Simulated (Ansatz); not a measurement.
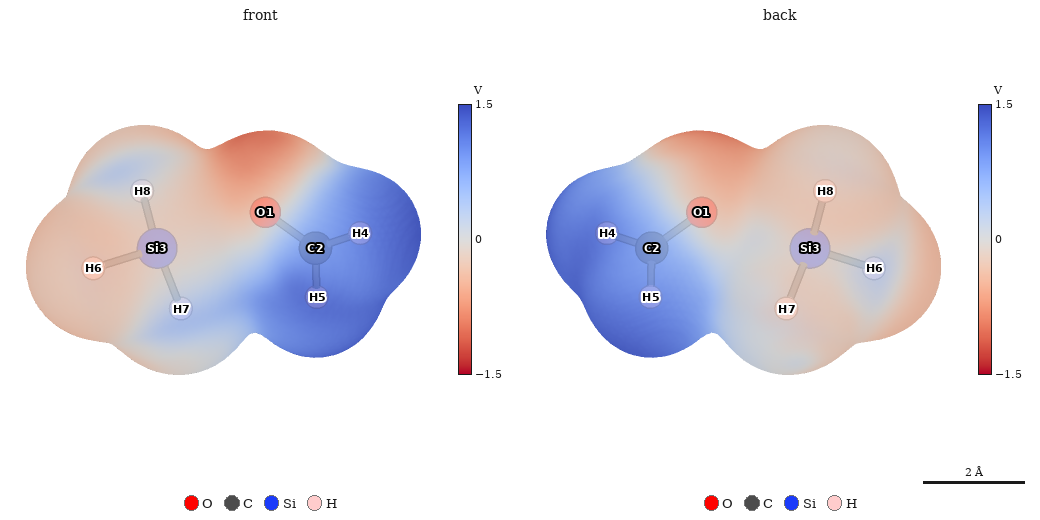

The picture shows: CH2O···H3Si (doublet). The molecular electrostatic potential painted on the density surface at 0.002 e/bohr³, seen from the front and from behind; red is negative and blue positive.

A transition-state structure; geometry: PBE0-D4/def2-TZVP.

Method: UKS PBE0-D4/def2-TZVPP (Ansatz).

```yaml
atoms:
  - { symbol: O, position_ang: [0.8207, -0.5072, 0.4308] }
  - { symbol: C, position_ang: [0.3881, -0.5960, 1.5683] }
  - { symbol: Si, position_ang: [-0.1376, 0.6275, -1.2734] }
  - { symbol: H, position_ang: [1.0710, -0.5932, 2.4297] }
  - { symbol: H, position_ang: [-0.6934, -0.6425, 1.7685] }
  - { symbol: H, position_ang: [-0.3316, 1.8710, -2.0945] }
  - { symbol: H, position_ang: [-1.4561, 0.2965, -0.6636] }
  - { symbol: H, position_ang: [0.3390, -0.4559, -2.1658] }
```

Q: Describe the electrostatic potential map.

A: The most negative region (about −1.0 V) lies over O1, the most positive (about +1.4 V) over H4 and H5.
